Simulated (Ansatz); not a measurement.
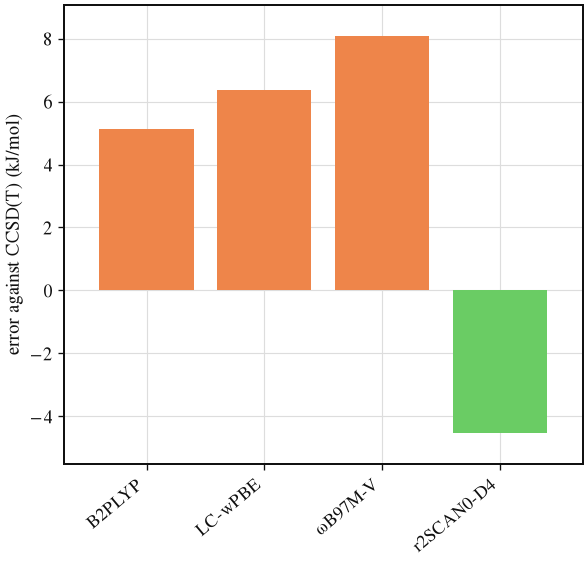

Error in the electronic atomisation energy (method less reference, so positive means overbinding) of NH, triplet: functionals in def2-TZVPP against frozen-core CCSD(T) at the limit (scheme: direct), which gives 347.0 kJ/mol, at a PBE0-D4/def2-TZVP geometry (a minimum by its frequencies), no zero-point or spin-orbit term, the Ansatz code. The reference leaves out core correlation, a term that grows with the number of heavy atoms. B2PLYP holds a correlation term that converges slowly with the basis, so part of the distance to the limit is basis error. No dispersion term is added to B2PLYP and LC-wPBE.

Which of these levels overbind, and which underbind?

Overbind: B2PLYP, LC-wPBE and ωB97M-V. Underbind: none clearly. Within 5 kJ/mol of zero, too close to call in view of what the reference leaves out: r2SCAN0-D4.

Give the values.

| level | kJ/mol |
| --- | --- |
| B2PLYP | 5.1 |
| LC-wPBE | 6.4 |
| ωB97M-V | 8.1 |
| r2SCAN0-D4 | −4.5 |

Caveats, for all or some of the runs: other spin states weren't compared here.
